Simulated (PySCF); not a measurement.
CH3GeI3, SMILES [CH3][Ge]([I])([I])[I] at its PBE0/def2-SVP optimised geometry (Å):

```
8

C     -1.5105    -2.1191    -1.5740
Ge    -0.8496    -1.1914     0.0000
I      1.6705    -1.1914     0.0000
I     -1.6705     1.1914     0.0000
I     -1.6736    -2.3431     2.0849
H     -1.1432    -3.1548    -1.5566
H     -2.6093    -2.1084    -1.5578
H     -1.1415    -1.6033    -2.4715
```

Method: PBE0/def2-TZVP, def2 effective core potentials past Kr (PySCF). The core electrons that the potentials of I replace are not part of the density.

Map of the Laplacian of the electron density (e/bohr⁵) on the plane z = 0.8 Å:

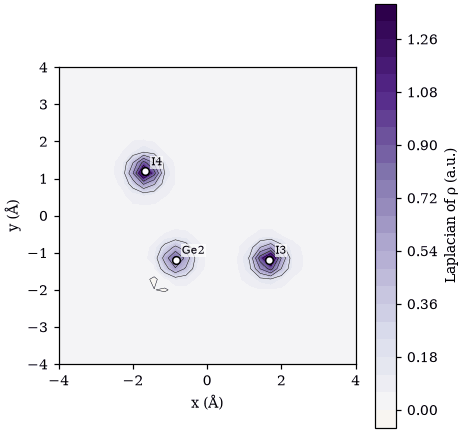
Laplacian of the electron density (e/bohr⁵) on the plane z = 0.8 Å.
